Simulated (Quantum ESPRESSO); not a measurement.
# NbSi3 (Pm-3m): zone-centre phonons, part 2 of 2

Aim: the zone-centre modes of NbSi3 (Pm-3m).

Quantum ESPRESSO 7.5; DFT LDA, scalar-relativistic, plane waves, JTH PAW pseudopotentials.

So far. Step 2 (A first look): No gap opens on this mesh, so smearing is kept; the start stands at -9.3 GPa. Step 4 (Ground state): The cell stands at 0.022 GPa, close enough for phonons. The relaxed cell has a = 3.828 Å (conventional setting).

The structure was built from a prototype and need not be the compound's stable phase.

## 5. Zone-centre response

At q = 0 one unit cell holds all displacements; symmetry groups them into irreducible representations that are solved one by one. With smeared occupations no response to a homogeneous field can be asked.

Input file ph.in:

```
phonons
 &inputph
    prefix='x',
    outdir='./tmp',
    fildyn='g.dyn',
    tr2_ph=1.0d-18,
    alpha_mix(1)=0.4,
    nmix_ph=8,
 /
0.000000000000 0.000000000000 0.000000000000
```

The run is started by

```sh
OMP_NUM_THREADS=1 mpirun -n 4 ph.x -nk 4 -in ph.in > ph.out
```

Log:

```text
[banners, grids, parts of the stress and lines that vanish by symmetry left out]
[banner, memory and clock lines left out]
Program PHONON v.7.5

     ./tmp/x.save/

     file Nb.upf: wavefunction(s)  5S 5P 4D 0D renormalized
     file Si.upf: wavefunction(s)  0S 0P renormalized

     IMPORTANT: XC functional enforced from input :
     Exchange-correlation= PW
                           (   1   4   0   0   0   0   0)
     Any further DFT definition will be discarded
     Please, verify this is what you really want

     G-vector sticks info

     Check: negative core charge=   -0.000013

     negative rho (up, down):  2.115E-02 0.000E+00
     Reading collected, re-writing distributed wavefunctions in ./tmp/

     Number and degeneracy of irreps per q-point
       N         xq(1)         xq(2)         xq(3)   N irreps
       1   0.000000000   0.000000000   0.000000000       4
        3   3   3   3

     Calculation of q =    0.0000000   0.0000000   0.0000000

     phonons

     bravais-lattice index     =            0
     lattice parameter (alat)  =       7.2332  a.u.
     unit-cell volume          =     378.4401 (a.u.)^3
     number of atoms/cell      =            4
     number of atomic types    =            2
     kinetic-energy cut-off    =      40.0000  Ry
     charge density cut-off    =     200.0000  Ry
     convergence threshold     =      1.0E-18
     beta                      =       0.4000
     number of iterations used =            8
     Exchange-correlation= PW
                           (   1   4   0   0   0   0   0)

     celldm(1)=    7.23323  celldm(2)=    0.00000  celldm(3)=    0.00000
     celldm(4)=    0.00000  celldm(5)=    0.00000  celldm(6)=    0.00000

     crystal axes: (cart. coord. in units of alat)
               a(1) = (  1.0000  0.0000  0.0000 )
               a(2) = (  0.0000  1.0000  0.0000 )
               a(3) = (  0.0000  0.0000  1.0000 )

     reciprocal axes: (cart. coord. in units 2 pi/alat)
               b(1) = (  1.0000  0.0000  0.0000 )
               b(2) = (  0.0000  1.0000  0.0000 )
               b(3) = (  0.0000  0.0000  1.0000 )

     Atoms inside the unit cell:

     Cartesian axes

     site n.  atom      mass           positions (alat units)
        1  Nb     92.9064   tau(    1) = (    0.00000    0.00000    0.00000  )
        2  Si     28.0850   tau(    2) = (    0.00000    0.50000    0.50000  )
        3  Si     28.0850   tau(    3) = (    0.50000    0.00000    0.50000  )
        4  Si     28.0850   tau(    4) = (    0.50000    0.50000    0.00000  )

     Computing dynamical matrix for
                    q = (   0.0000000   0.0000000   0.0000000 )

     49 Sym.Ops. (with q -> -q+G )

     G cutoff =  265.0544  (  18037 G-vectors)     FFT grid: ( 36, 36, 36)
     G cutoff =  212.0435  (  13037 G-vectors)  smooth grid: ( 30, 30, 30)

     number of k points=    35  Marzari-Vanderbilt smearing, width (Ry)=  0.0200
                       cart. coord. in units 2pi/alat
        k(    1) = (   0.0000000   0.0000000   0.0000000), wk =   0.0039062
        k(    2) = (   0.0000000   0.0000000   0.1250000), wk =   0.0234375
        k(    3) = (   0.0000000   0.0000000   0.2500000), wk =   0.0234375
        [... further k-points left out ...]

     PseudoPot. # 1 for Nb read from file:
     ./pseudo/Nb.upf
     Pseudo is Projector augmented-wave + core cor, Zval = 13.0
     Shape of augmentation charge: BESSEL
     Using radial grid of 1074 points,  6 beta functions with:
                l(1) =   0
                l(2) =   0
                l(3) =   1
                l(4) =   1
                l(5) =   2
                l(6) =   2
     Q(r) pseudized with 0 coefficients

     PseudoPot. # 2 for Si read from file:
     ./pseudo/Si.upf
     Pseudo is Projector augmented-wave + core cor, Zval =  4.0
     Shape of augmentation charge: BESSEL
     Using radial grid of  988 points,  4 beta functions with:
                l(1) =   0
                l(2) =   0
                l(3) =   1
                l(4) =   1
     Q(r) pseudized with 0 coefficients

     Mode symmetry, O_h (m-3m)  point group:

     Atomic displacements:
     There are    4 irreducible representations

     Representation     1      3 modes -  To be done

     Representation     2      3 modes -  To be done

     Representation     3      3 modes -  To be done

     Representation     4      3 modes -  To be done

     Alpha used in Ewald sum =   1.9000

     negative rho (up, down):  2.115E-02 0.000E+00

     Representation #   1 modes #   1   2   3

     Self-consistent Calculation
      iter #   1   av.it.:   6.0
      thresh= 1.000E-02 alpha_mix =  0.400 |ddv_scf|^2 =  2.587E-07
      iter #   2   av.it.:  16.4
      thresh= 5.086E-05 alpha_mix =  0.400 |ddv_scf|^2 =  3.616E-09
      iter #   3   av.it.:  17.2
      thresh= 6.013E-06 alpha_mix =  0.400 |ddv_scf|^2 =  9.228E-10
      iter #   4   av.it.:  17.7
      thresh= 3.038E-06 alpha_mix =  0.400 |ddv_scf|^2 =  7.094E-12
      iter #   5   av.it.:  18.7
      thresh= 2.663E-07 alpha_mix =  0.400 |ddv_scf|^2 =  4.026E-13
      iter #   6   av.it.:  18.6
      thresh= 6.345E-08 alpha_mix =  0.400 |ddv_scf|^2 =  1.401E-14
      iter #   7   av.it.:  18.6
      thresh= 1.184E-08 alpha_mix =  0.400 |ddv_scf|^2 =  1.414E-15
      iter #   8   av.it.:  18.1
      thresh= 3.760E-09 alpha_mix =  0.400 |ddv_scf|^2 =  7.301E-18
      iter #   9   av.it.:  18.8
      thresh= 2.702E-10 alpha_mix =  0.400 |ddv_scf|^2 =  3.242E-19

     End of self-consistent calculation

     Convergence has been achieved

     Representation #   2 modes #   4   5   6

     Self-consistent Calculation
      iter #   1   av.it.:   4.8
      thresh= 1.000E-02 alpha_mix =  0.400 |ddv_scf|^2 =  5.149E-08
      iter #   2   av.it.:  15.8
      thresh= 2.269E-05 alpha_mix =  0.400 |ddv_scf|^2 =  2.578E-09
      iter #   3   av.it.:  16.3
      thresh= 5.077E-06 alpha_mix =  0.400 |ddv_scf|^2 =  7.823E-10
      iter #   4   av.it.:  16.4
      thresh= 2.797E-06 alpha_mix =  0.400 |ddv_scf|^2 =  1.688E-11
      iter #   5   av.it.:  17.7
      thresh= 4.108E-07 alpha_mix =  0.400 |ddv_scf|^2 =  2.652E-13
[...]
End of self-consistent calculation

     Convergence has been achieved

     Representation #   3 modes #   7   8   9

     Self-consistent Calculation
[...]
End of self-consistent calculation

     Convergence has been achieved

     Representation #   4 modes #  10  11  12

     Self-consistent Calculation
[...]
iter #   2   av.it.:  17.3
      thresh= 9.641E-06 alpha_mix =  0.400 |ddv_scf|^2 =  2.597E-09
      iter #   3   av.it.:  17.6
      thresh= 5.096E-06 alpha_mix =  0.400 |ddv_scf|^2 =  1.098E-10
      iter #   4   av.it.:  17.6
      thresh= 1.048E-06 alpha_mix =  0.400 |ddv_scf|^2 =  4.966E-13
      iter #   5   av.it.:  17.3
      thresh= 7.047E-08 alpha_mix =  0.400 |ddv_scf|^2 =  1.833E-13
      iter #   6   av.it.:  18.1
      thresh= 4.281E-08 alpha_mix =  0.400 |ddv_scf|^2 =  1.956E-16
      iter #   7   av.it.:  18.5
      thresh= 1.398E-09 alpha_mix =  0.400 |ddv_scf|^2 =  1.406E-17
      iter #   8   av.it.:  17.8
      thresh= 3.749E-10 alpha_mix =  0.400 |ddv_scf|^2 =  2.071E-19

     End of self-consistent calculation

     Convergence has been achieved

     Number of q in the star =    1
     List of q in the star:
          1   0.000000000   0.000000000   0.000000000

     Diagonalizing the dynamical matrix

     q = (    0.000000000   0.000000000   0.000000000 )

 **************************************************************************
     freq (    1) =      -2.304012 [THz] =     -76.853571 [cm-1]
     freq (    2) =      -2.304012 [THz] =     -76.853571 [cm-1]
     freq (    3) =      -2.304012 [THz] =     -76.853571 [cm-1]
     freq (    4) =       0.066142 [THz] =       2.206251 [cm-1]
     freq (    5) =       0.066142 [THz] =       2.206251 [cm-1]
     freq (    6) =       0.066142 [THz] =       2.206251 [cm-1]
     freq (    7) =       7.128809 [THz] =     237.791487 [cm-1]
     freq (    8) =       7.128809 [THz] =     237.791487 [cm-1]
     freq (    9) =       7.128809 [THz] =     237.791487 [cm-1]
     freq (   10) =       8.166819 [THz] =     272.415747 [cm-1]
     freq (   11) =       8.166819 [THz] =     272.415747 [cm-1]
     freq (   12) =       8.166819 [THz] =     272.415747 [cm-1]
 **************************************************************************

     Mode symmetry, O_h (m-3m)  point group:

     freq (   1-   3) =        -76.9  [cm-1]   --> T_1u G_15  G_4- I
     freq (   4-   6) =          2.2  [cm-1]   --> T_1u G_15  G_4- I
     freq (   7-   9) =        237.8  [cm-1]   --> T_2u G_25  G_5-
     freq (  10-  12) =        272.4  [cm-1]   --> T_1u G_15  G_4- I
```

Run time: 2.8 min. Hardware: 4 MPI ranks of Arm Neoverse V2, shared host; 11 min of CPU time.

This step gave:

* largest acoustic frequency at the zone centre before the sum rule: 2.21 cm⁻¹
* highest optical zone-centre mode (no LO-TO term): 272.4 cm⁻¹
* lowest optical zone-centre mode: -76.85 cm⁻¹

The acoustic modes at Γ come out as far as 2.2 cm⁻¹ from zero, where they should vanish, a small numerical error. The lowest optical mode is imaginary, 77i cm⁻¹, an instability at this level and on this k mesh.

## 6. Zone-centre analysis

A rigid shift of the crystal must cost nothing, but grids and finite bases break this; the acoustic sum rule is imposed before the matrix is diagonalised again.

Input file dynmat.in:

```
 &input
    fildyn='g.dyn',
    asr='simple',
    fileig='dynmat.eig',
 /
```

The run is started by

```sh
dynmat.x -in dynmat.in > dynmat.out
```

Log:

```text
[banner, memory and clock lines left out]
Program DYNMAT v.7.5

     Reading Dynamical Matrix from file g.dyn
     ...Force constants read
     ...epsilon and Z* not read (not found on file)
     A direction for q was not specified:TO-LO splitting will be absent

     Polarizability (A^3 units)
     multiply by 1.000000 for Clausius-Mossotti correction
         0.000000    0.000000    0.000000
         0.000000    0.000000    0.000000
         0.000000    0.000000    0.000000

     IR activities are in (D/A)^2/amu units

# mode   [cm-1]    [THz]      IR
    1    -76.90   -2.3055    0.0000
    2    -76.90   -2.3055    0.0000
    3    -76.90   -2.3055    0.0000
    4     -0.00   -0.0000    0.0000
    5     -0.00   -0.0000    0.0000
    6      0.00    0.0000    0.0000
    7    237.77    7.1281    0.0000
    8    237.77    7.1281    0.0000
    9    237.77    7.1281    0.0000
   10    272.40    8.1663    0.0000
   11    272.40    8.1663    0.0000
   12    272.40    8.1663    0.0000

[end of the log left out, with the tail of the file of modes that dynmat.x writes under the same name]
```

It took 0.47 s on 1 thread.

Numbers from this step:

| Quantity | Value |
| --- | --- |
| lowest optical zone-centre mode | -76.9 cm⁻¹ |

Unit eigenvectors of the mass-weighted matrix after the sum rule; no LO-TO term. Modes at Γ, with each element's share of the kinetic energy (negative means imaginary):

```tsv
mode	frequency (cm⁻¹)	Nb %	Si %
1	-76.9	28	72
2	-76.9	28	72
3	-76.9	28	72
4	0.0	52	48
5	0.0	52	48
6	0.0	52	48
7	237.8	0	100
8	237.8	0	100
9	237.8	0	100
10	272.4	20	80
11	272.4	20	80
12	272.4	20	80
```

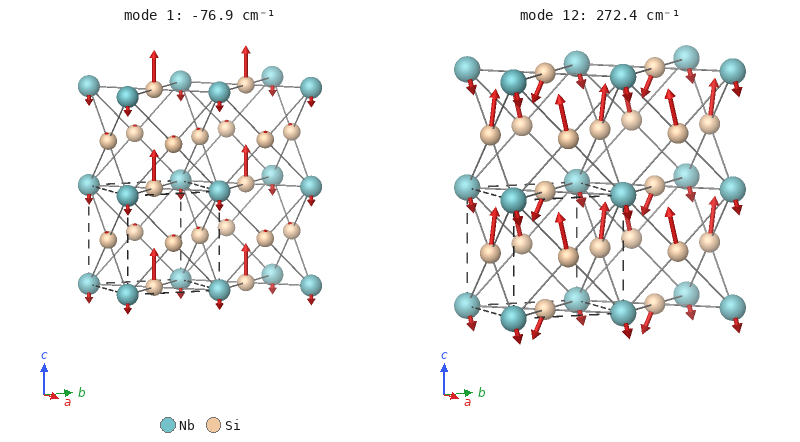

Displacement patterns of modes 1 and 12 at Γ; arrows are exaggerated. 1×2×2 cells are drawn. Some periodic images of atoms are drawn too.

The rule moves no optical mode by more than 0.1 cm⁻¹.

## 7. Sum rules set otherwise: a sum rule for molecules or wires on a crystal

This rule also removes rotations, which suits wires and not a crystal; it is tried to see the harm.

Input file dynmat.in:

```
 &input
    fildyn='g.dyn',
    asr='one-dim',
    fileig='dynmat.eig',
 /
```

The run is started by

```sh
dynmat.x -in dynmat.in > dynmat.out
```

Log:

```text
[banner, memory and clock lines left out]
Program DYNMAT v.7.5

     Reading Dynamical Matrix from file g.dyn
     ...Force constants read
     ...epsilon and Z* not read (not found on file)
asr rotation axis in 1D system=    3
     Acoustic Sum Rule: || Z*(ASR) - Z*(orig)|| =    0.000000E+00
     Acoustic Sum Rule: ||dyn(ASR) - dyn(orig)||=    1.202083E-01
     A direction for q was not specified:TO-LO splitting will be absent

     Polarizability (A^3 units)
     multiply by 1.000000 for Clausius-Mossotti correction
         0.000000    0.000000    0.000000
         0.000000    0.000000    0.000000
         0.000000    0.000000    0.000000

     IR activities are in (D/A)^2/amu units

# mode   [cm-1]    [THz]      IR
    1    -76.87   -2.3046    0.0000
    2    -76.87   -2.3046    0.0000
    3     -0.00   -0.0000    0.0000
    4     -0.00   -0.0000    0.0000
    5      0.00    0.0000    0.0000
    6      0.00    0.0000    0.0000
    7    139.82    4.1918    0.0000
    8    237.79    7.1288    0.0000
    9    237.79    7.1288    0.0000
   10    272.41    8.1667    0.0000
   11    272.41    8.1667    0.0000
   12    281.51    8.4395    0.0000

[end of the log left out, with the tail of the file of modes that dynmat.x writes under the same name]
```

Elapsed: 0.47 s, on 1 thread.

The program raised no error, yet the settings are not those of a careful run.

The fault: a sum rule for molecules or wires on a crystal; 1 optical mode is projected out to zero frequency, as if it were a rotation.

For a crystal the rule has to be 'simple' or 'crystal'.

Zone-centre frequencies as printed; negative means imaginary. Modes:

```tsv
mode	frequency (cm⁻¹)
1	-76.87
2	-76.87
3	0
4	0
5	0
6	0
7	139.8
8	237.8
9	237.8
10	272.4
11	272.4
12	281.5
```

## 8. Sum rules set otherwise (asr no)

Without the rule the raw error of the acoustic modes shows.

Input file dynmat.in:

```
 &input
    fildyn='g.dyn',
    asr='no',
    fileig='dynmat.eig',
 /
```

The run is started by

```sh
dynmat.x -in dynmat.in > dynmat.out
```

Log:

```text
[banner, memory and clock lines left out]
Program DYNMAT v.7.5

     Reading Dynamical Matrix from file g.dyn
     ...Force constants read
     ...epsilon and Z* not read (not found on file)
     A direction for q was not specified:TO-LO splitting will be absent

     Polarizability (A^3 units)
     multiply by 1.000000 for Clausius-Mossotti correction
         0.000000    0.000000    0.000000
         0.000000    0.000000    0.000000
         0.000000    0.000000    0.000000

     IR activities are in (D/A)^2/amu units

# mode   [cm-1]    [THz]      IR
    1    -76.85   -2.3040    0.0000
    2    -76.85   -2.3040    0.0000
    3    -76.85   -2.3040    0.0000
    4      2.21    0.0661    0.0000
    5      2.21    0.0661    0.0000
    6      2.21    0.0661    0.0000
    7    237.79    7.1288    0.0000
    8    237.79    7.1288    0.0000
    9    237.79    7.1288    0.0000
   10    272.42    8.1668    0.0000
   11    272.42    8.1668    0.0000
   12    272.42    8.1668    0.0000

[end of the log left out, with the tail of the file of modes that dynmat.x writes under the same name]
```

Wall time 0.47 s (1 thread).

Numbers from this step:

| Property | Result |
| --- | --- |
| lowest optical zone-centre mode | -76.85 cm⁻¹ |

Zone-centre frequencies as printed; negative means imaginary. Modes:

```tsv
mode	frequency (cm⁻¹)
1	-76.85
2	-76.85
3	-76.85
4	2.21
5	2.21
6	2.21
7	237.8
8	237.8
9	237.8
10	272.4
11	272.4
12	272.4
```

Against the first rule no mode moves by more than 2.3 cm⁻¹.

## 9. Results

* space group after relaxation: Pm-3m
* volume per atom: 14.0 Å³
* highest optical zone-centre mode (no LO-TO term): 272.4 cm⁻¹
* lowest optical zone-centre mode: -76.9 cm⁻¹
* imaginary optical modes at the zone centre (no q mesh in this session): yes

What this shows: At the LDA level the optical modes of NbSi3 (Pm-3m) at the zone centre run from 77i to 272 cm⁻¹, so the structure is a saddle point, with 3 modes beyond 10i cm⁻¹ there. Of the 9 optical modes, 6 are infrared active alone and 3 are silent. These are harmonic frequencies at zero temperature: anharmonic shifts and linewidths and thermal expansion are left out. In a metal the frequencies hang on the k mesh and the smearing, most of all near Kohn anomalies. The runs are without spin polarisation, although the cell has an odd electron count or an open d or f shell, so a magnetic state was not tested. The structure is a hypothetical one, built on a prototype.

[Host names and launcher messages were left out of these logs when they were recorded.]

[Logs are printed without paths, hosts, clocks, repeated set-up lines and the standing remarks that a program may print on its own settings, such as how far it seeks lower states.]

[Hosts, paths, dates, database ids (printed as entryN), source tags and the programs' standing remarks are cut or masked in the printed files.]
